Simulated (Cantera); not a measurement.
Input: 1 mol SiHCl₃, 0.054 mol Cl₂, 73 mol H₂, a varied amount of HCl, equilibrated at 1400 K and 0.100 bar.

Cantera equilibrium calculation (NASA polynomials, part measured and part estimated; ideal gas, pure solids and liquids). Candidate condensed phases: Si; 19 gas species. The tables' values for SiCl₃ are old estimates; treat these amounts as uncertain. Kinetics and transport are ignored.

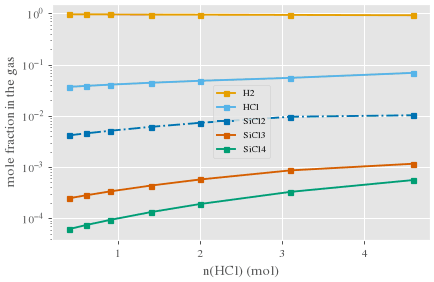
Figure. Equilibrium gas composition (values under 1e-9 drawn at 1e-9)

From 0.4 mol HCl to 3.1 mol HCl the condensed part is Si(s). At 4.6 mol HCl nothing is condensed. The main Si-bearing gas is SiCl₂ throughout. The share of Si in condensed phases is highest at 0.4 mol HCl (65.1 %) and lowest at 4.6 mol HCl (0.0 %).
